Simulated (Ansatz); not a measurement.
## Single-point calculation, with input and output: Ta2N2

System: Ta2N2, multiplicity 3.
Method: UKS RPBE/def2-SVPD (Ansatz 0.2.0).

The geometry comes from this level: r2SCAN-D4/def2-TZVP.

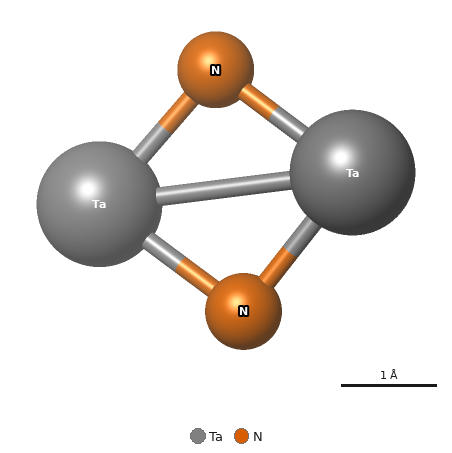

Fig. 1: The structure (ball-and-stick view, seen at a tilt). Sticks mark near contacts.

## What the run reported

```csv
quantity,value
outcome,refused by the program
hardware,"4 threads of Arm Neoverse V2, 23 GiB of memory available, shared host"
```

This input holds a deliberate fault: key. The program refused the input: “YAML parse error: error: line 12 column 1: unknown field `outputs`, expected one of crystal, accuracy, basis, kpoints, hamiltonian, magnetization, projection, total_charge, correlation, batch, efield, external_charges, scf, relax, neb, saddle, md, ramp, phonons, dielectric, real_time, elastic, magnetic_configurations, …”

## The input
```yaml
crystal:
  periodic: [false, false, false]
  atoms:
    - {symbol: Ta, position_ang: [1.394758, 0.054750, -0.043041]}
    - {symbol: Ta, position_ang: [-1.400779, 0.029640, 0.031024]}
    - {symbol: N, position_ang: [-0.011201, 1.296431, 0.142195]}
    - {symbol: N, position_ang: [-0.041189, -1.267679, -0.071584]}
basis:
  gaussian: {orbitals: def2-SVPD}
magnetization: {spin_polarized: true, initial_magnetization: 2}
hamiltonian: {xc: {name: RPBE}}
outputs: {forces: true}
```

Launch command:
```bash
ansatz run in.yaml --threads 4 --pin off --events-out ev --progress --plain --max-ram 3916MiB
```

## Log
```
Error: YAML parse error: error: line 12 column 1: unknown field `outputs`, expected one of crystal, accuracy, basis, kpoints, hamiltonian, magnetization, projection, total_charge, correlation, batch, efield, external_charges, scf, relax, neb, saddle, md, ramp, phonons, dielectric, real_time, elastic, magnetic_configurations, gw, evaluate, workflow, output, checkpoint, execution
  --> <input>:12:1
   |
10 | magnetization: {spin_polarized: true, initial_magnetization: 2}
11 | hamiltonian: {xc: {name: RPBE}}
12 | outputs: {forces: true}
   | ^ unknown field `outputs`, expected one of crystal, accuracy, basis, kpoints, hamiltonian, magnetization, projection, total_charge, correlation, batch, efield, external_charges, scf, relax, neb, saddle, md, ramp, phonons, dielectric, real_time, elastic, magnetic_configurations, gw, evaluate, workflow, output, checkpoint, execution
```
